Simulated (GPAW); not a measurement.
Band structure of HgPt₃ (Pm-3m, 4 atoms in the cell).

```yaml
crystal:
  lattice:
    - [3.98297, 0.00000, 0.00000]
    - [0.00000, 3.98297, 0.00000]
    - [0.00000, 0.00000, 3.98297]
  atoms:
    - { symbol: Hg, position: [0.00000, 0.00000, 0.00000] }
    - { symbol: Pt, position: [0.00000, 0.50000, 0.50000] }
    - { symbol: Pt, position: [0.50000, 0.00000, 0.50000] }
    - { symbol: Pt, position: [0.50000, 0.50000, 0.00000] }
```

Method of the run: LDA (Perdew-Wang 92), GPAW PAW datasets LDA (gpaw-data 1.0.1) (plane waves; GPAW).

Settings: mode = pw; ecut = 550 eV; xc = LDA; kpts = 7 7 7; mesh shift (steps) = 0 0 0; occupations.name = fermi-dirac; occupations.width = 0.136 eV; nbands = -12; convergence.density = 1e-05 e/electron; symmetry.symmorphic = false; symmetry.tolerance = 0.0005; maxiter = 150; bandpath_npoints = 40.

The starting cell comes from a database of computed structures (which also holds hypothetical and non-ambient phases and stackings), without a prior relaxation at this level. Its lattice was rescaled by a random factor within 2.5 % of one. Spin-orbit coupling is off. Spin polarisation is off.

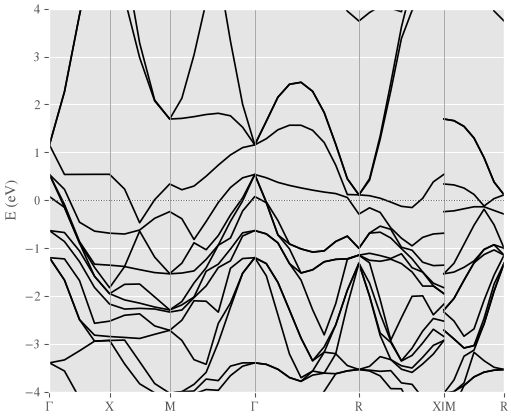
Fig. 1. Bands along the path, energies from the Fermi level.

Levels in eV from the Fermi level, bands 30 to 37:
| point | 30 | 31 | 32 | 33 | 34 | 35 | 36 | 37 |
|---|---|---|---|---|---|---|---|---|
| Γ | 0.07 | 0.54 | 0.54 | 0.54 | 1.15 | 1.15 | 1.15 | 6.41 |
| X | -1.95 | -1.83 | -1.36 | -0.69 | 0.54 | 5.03 | 6.74 | 7.04 |
| M | -2.29 | -1.54 | -1.53 | -0.24 | 0.34 | 1.70 | 1.70 | 8.57 |
| R | -1.15 | -1.01 | -1.01 | -0.29 | 0.11 | 0.11 | 0.11 | 3.74 |

Bands cross the Fermi level along this path, so the cell is metallic at this level.
